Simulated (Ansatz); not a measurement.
# GeH2Cl2 (dichlorogermane): PBE0/def2-SVPD

What is the electronic atomisation energy of GeH2Cl2 (dichlorogermane) at PBE0/def2-SVPD? 

The calculation is run with Ansatz 0.2.0.

38 further runs of the same task are left out: 2 that didn't finish, 36 set aside as unsound or not needed. Runs told in other sessions of the task aren't counted.

## 1. Starting point

GeH2Cl2 has 5 atoms, charge 0, and is taken as a singlet. As SMILES, `[Cl][GeH2][Cl]`. The shape is that of a PBE0-D4/def2-TZVP optimisation.

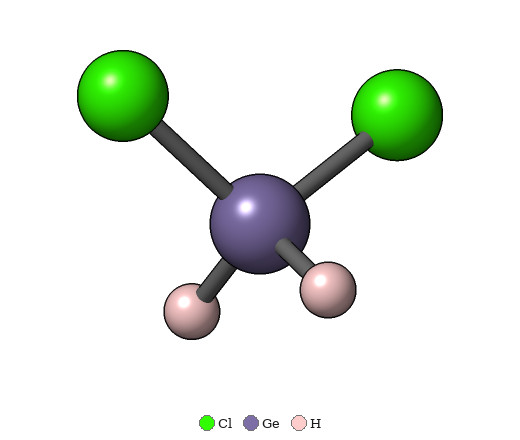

The structure, seen from a chosen angle (chlorine green, germanium purple, hydrogen pink).

## 2. The energy at PBE0/def2-SVPD

in.yaml

```yaml
crystal:
  periodic: [false, false, false]
  atoms:
    - symbol: Cl
      position_ang: [-1.771500, -0.157700, 0.977200]
    - symbol: Ge
      position_ang: [0.027400, 0.080300, -0.156400]
    - symbol: Cl
      position_ang: [1.579400, -1.030200, 0.811000]
    - symbol: H
      position_ang: [-0.198900, -0.525000, -1.541400]
    - symbol: H
      position_ang: [0.413600, 1.558900, -0.131900]
basis:
  gaussian: {orbitals: def2-SVPD}
hamiltonian: {xc: pbe0}
accuracy: high
output: {orbitals: {seedname: orbitals}}
```

The run is started by

```bash
$ ansatz run in.yaml --threads 1 --pin off --max-ram 3480MiB --events-out events.jsonl --progress --plain --runs-dir runs
```

Log:

```text
Warning: RAYON_NUM_THREADS=1 ignored (pool sized by the plan → 1); use --threads N
Functional definition: PBE0
  name "PBE0"
  parameter a = 0.25
  parameter kappa = 0.804
  parameter beta = 0.06672455060314922
  exchange = (1 - a)*pbe_x(kappa = kappa, mu = beta*pi^2/3) + a*exact_x
  correlation = pbe_c(beta = beta)
2033 factors; integrals over basis functions are off by at most 4.6e-9 eV
mean field evaluation 1: about -81567.5434 eV, gradient 2.1e1 eV
mean field evaluation 2: about -81567.2448 eV, gradient 2.5e1 eV
mean field evaluation 4: about -81568.3028 eV, gradient 4.4e-1 eV
mean field evaluation 8: about -81568.3723 eV, gradient 7.6e-2 eV
mean field evaluation 16: about -81568.3723 eV, gradient 2.5e-6 eV
mean field -81568.37232055 eV, -2997.5823937518 hartree, gradient 4.3e-8 eV, S^2 0.000000; 0 other end points of the search recorded, 0 dependent functions left out
reference -81568.37232339 eV, -2997.5823938560 hartree; 34, 34 occupied and 74, 74 virtual orbitals, 2033 factors
Total energy: -81568.37232339 eV, -2997.5823938560 hartree
```

Wall time 11 s (1 thread of Arm Neoverse V1, shared host); peak memory 0.4 GiB.

## 3. The Cl atom at the same level

input.yaml

```yaml
crystal:
  periodic: [false, false, false]
  atoms:
    - symbol: Cl
      position_ang: [0.000000, 0.000000, 0.000000]
basis:
  gaussian:
    orbitals: def2-SVPD
magnetization:
  spin_polarized: true
  initial_magnetization: 1
hamiltonian:
  xc: {name: PBE0}
accuracy: high
```

The run is started by

```bash
$ ansatz run input.yaml --threads 1 --pin off --max-ram 3480MiB --events-out events.jsonl --progress --plain --runs-dir runs
```

Log:

```text
Warning: RAYON_NUM_THREADS=1 ignored (pool sized by the plan → 1); use --threads N
[... 7 set-up lines as earlier in the session ...]
222 factors; integrals over basis functions are off by at most 2.5e-9 eV
mean field evaluation 1: about -12512.9941 eV, gradient 3.1e0 eV
mean field evaluation 2: about -12513.0542 eV, gradient 9.2e-1 eV
mean field evaluation 4: about -12513.0598 eV, gradient 3.8e-1 eV
mean field evaluation 8: about -12513.0605 eV, gradient 4.7e-4 eV
mean field evaluation 16: about -12513.0605 eV, gradient 5.7e-9 eV
mean field -12513.06052595 eV, -459.8464926716 hartree, gradient 2.6e-9 eV, S^2 0.752809; 0 other end points of the search recorded, 0 dependent functions left out
reference -12513.06052781 eV, -459.8464927399 hartree; 9, 8 occupied and 18, 19 virtual orbitals, 222 factors
Total energy: -12513.06052781 eV, -459.8464927399 hartree
```

Run time: 1 s. Hardware: 1 thread of Arm Neoverse V1, shared host.

## 4. The Ge atom at the same level

input.yaml

```yaml
crystal:
  periodic: [false, false, false]
  atoms:
    - {symbol: Ge, position_ang: [0.000000, 0.000000, 0.000000]}
basis:
  gaussian: {orbitals: def2-SVPD}
total_charge: 0
magnetization: {spin_polarized: true, initial_magnetization: 2}
hamiltonian: {xc: {name: PBE0}}
accuracy: high
```

Run the same way, it converges to -2076.39545 Eh (log not shown).

## 5. The H atom, same level

molecule.yaml

```yaml
crystal:
  periodic: [false, false, false]
  atoms:
    - {symbol: H, position_ang: [0.000000, 0.000000, 0.000000]}
basis:
  gaussian:
    orbitals: def2-SVPD
magnetization:
  spin_polarized: true
  initial_magnetization: 1
hamiltonian:
  xc: {name: PBE0}
accuracy: high
```

The run is started by

```bash
$ ansatz run molecule.yaml --threads 1 --pin off --max-ram 3480MiB --events-out events.jsonl --progress --plain --runs-dir runs
```

Log:

```text
Warning: RAYON_NUM_THREADS=1 ignored (pool sized by the plan → 1); use --threads N
[... 7 set-up lines as earlier in the session ...]
33 factors; integrals over basis functions are off by at most 2.1e-9 eV
mean field evaluation 1: about -13.6122 eV, gradient 3.3e-1 eV
mean field evaluation 2: about -13.6136 eV, gradient 2.0e-2 eV
mean field evaluation 4: about -13.6136 eV, gradient 2.2e-5 eV
mean field evaluation 8: about -13.6136 eV, gradient 1.1e-8 eV
mean field -13.61360498 eV, -0.5002907553 hartree, gradient 1.1e-8 eV, S^2 0.750000; 0 other end points of the search recorded, 0 dependent functions left out
reference -13.61360633 eV, -0.5002908051 hartree; 1, 0 occupied and 7, 8 virtual orbitals, 33 factors
Total energy: -13.61360633 eV, -0.5002908051 hartree
```

It took 0.12 s on 1 thread of Arm Neoverse V1, shared host.

## 6. Summary of results

Level: PBE0/def2-SVPD.

| quantity | value |
| --- | --- |
| molecule: total energy | -2997.58239 Eh |
| molecule: HOMO energy | -9.10 eV |
| molecule: LUMO energy | -0.97 eV |
| molecule: HOMO–LUMO gap | 8.13 eV |
| Cl atom: total energy | -459.84649 Eh |
| Cl atom: ⟨S²⟩ | 0.753 |
| Ge atom: total energy | -2076.39545 Eh |
| Ge atom: ⟨S²⟩ | 2.003 |
| H atom: total energy | -0.50029 Eh |
| H atom: ⟨S²⟩ | 0.750 |
| electronic atomisation energy | 13.426 eV |

In words: Taking the molecule apart into free atoms costs 13.43 eV (1295 kJ/mol), before zero-point energy and without spin-orbit coupling.
